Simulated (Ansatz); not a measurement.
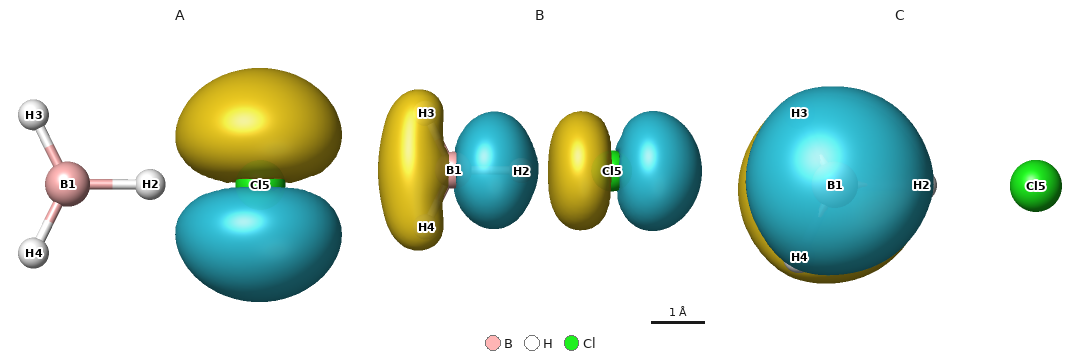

*BH3···Cl (doublet). Three frontier orbitals at ±0.1 Å⁻³ᐟ² (yellow and cyan are the two phases), in no order.*

These are results of Ansatz 0.2.0, UKS PBE0/def2-SVP, not measurements.

```xyz
5

B     0.0000    0.0000    0.0271
H     0.0000    0.0000    1.3123
H     1.0774    0.0000   -0.5045
H    -1.0774    0.0000   -0.5045
Cl    0.0000    0.0000    3.0295
```

### Order the three orbitals by energy and name them. All are α orbitals.

A is the HOMO−1 (α) (−8.59 eV). Its weight (Hirshfeld) is mainly on Cl5 (about 95 %); it is symmetric in the molecular plane (an in-plane orbital: σ, lone-pair or in-plane π type); largely a lone pair of Cl5. B is the HOMO (α) (−8.10 eV). Its weight (Hirshfeld) is mainly on Cl5 (about 55 %), B1 (about 25 %) and H2 (about 10 %); it is symmetric in the molecular plane (an in-plane orbital: σ, lone-pair or in-plane π type). C is the LUMO (α) (−2.84 eV). Its weight (Hirshfeld) is mainly on B1 (about 75 %), H3 (about 10 %), H4 (about 10 %) and H2 (about 5 %); it changes sign across the molecular plane (π type).

### What is the gap between the highest occupied and lowest empty α orbitals?

5.26 eV between the orbital energies.
